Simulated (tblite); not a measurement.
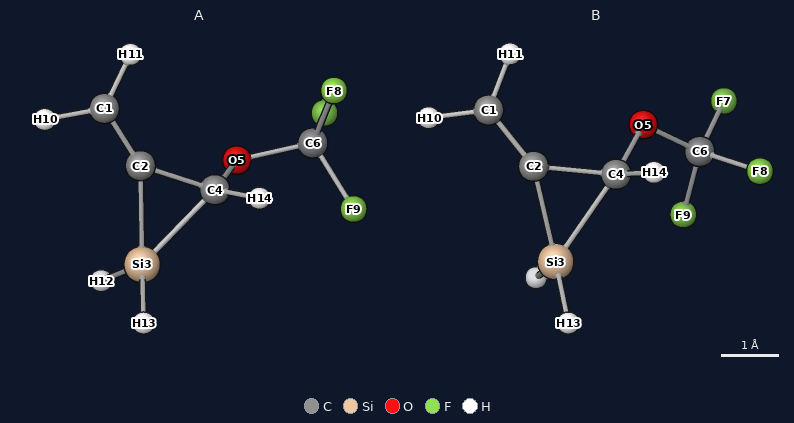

Two geometries of C4H5F3OSi, drawn at one scale. One is the start of a relaxation, the other its converged end. The picture is a ball-and-stick view, seen at a tilt.

Method: GFN2-xTB geometry optimisation, gas phase (tblite). 

Which of the two is the end point?

Structure B is the relaxed one. Over 147 geometry steps the energy falls by 69.8 kJ/mol. The largest move after the best rigid fit is that of F8, 1.54 Å. By element the largest moves are F 1.54 Å, O 0.85 Å, H 0.68 Å, C 0.47 Å, Si 0.30 Å. Near-neighbour distances that change, for instance: O5–C6 1.387 → 1.303 Å, C4–O5 1.374 → 1.448 Å, Si3–C4 1.853 → 1.920 Å, C6–F7 1.388 → 1.330 Å. Bond angles that change, for instance: C1–C2–C4 143.4° → 135.3°, F8–C6–F9 111.6° → 104.2°, O5–C4–H14 117.2° → 109.8°. Groups turn about C4–O5 by about 70°. The run took 1.7 s on 1 thread of Arm Neoverse N1, with other jobs on the host.
